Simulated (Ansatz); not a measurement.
```xyz
10

O    -1.9679   -0.9968   -1.0501
Si   -0.9386   -0.9217    0.2316
C     0.4401    0.2979   -0.0843
N     0.7798    1.1740   -0.9245
C     1.6760    0.9955    0.2714
H    -2.2586   -0.1681   -1.4432
H    -0.3601   -2.2719    0.4046
H    -1.5944   -0.4744    1.4886
H     2.6395    0.5253    0.0956
H     1.6674    1.7891    1.0135
```

The calculation used Ansatz 0.2.0, RKS PBE0/def2-mTZVP.

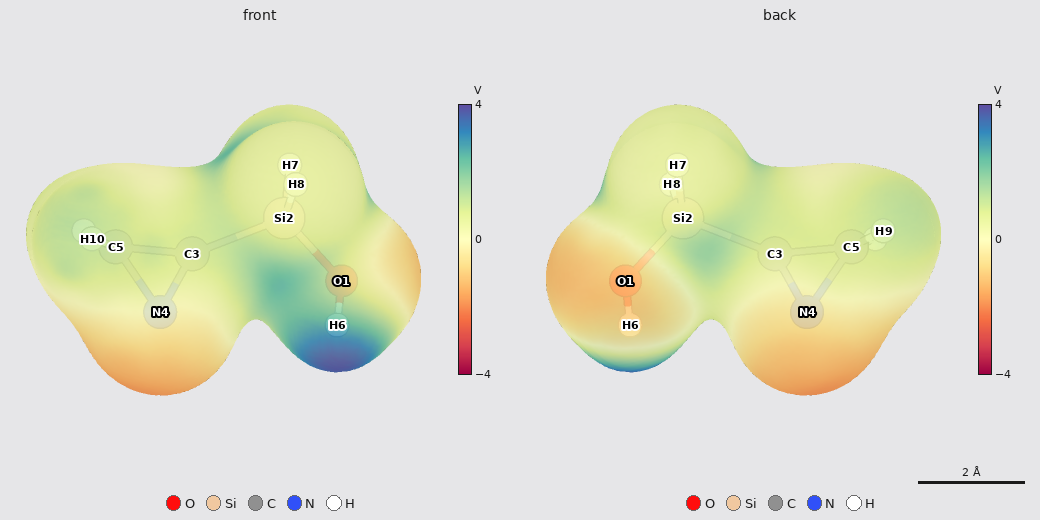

C2H5NOSi. The molecular electrostatic potential painted on the density surface at 0.004 e/bohr³, seen from the front and from behind; the colour scale runs from red (negative) to blue (positive).

Describe the electrostatic potential map.

Answer. The most negative region (about −1.8 V) lies over N4, the most positive (about +3.8 V) over H6. N4 is the likeliest acceptor of a hydrogen bond.
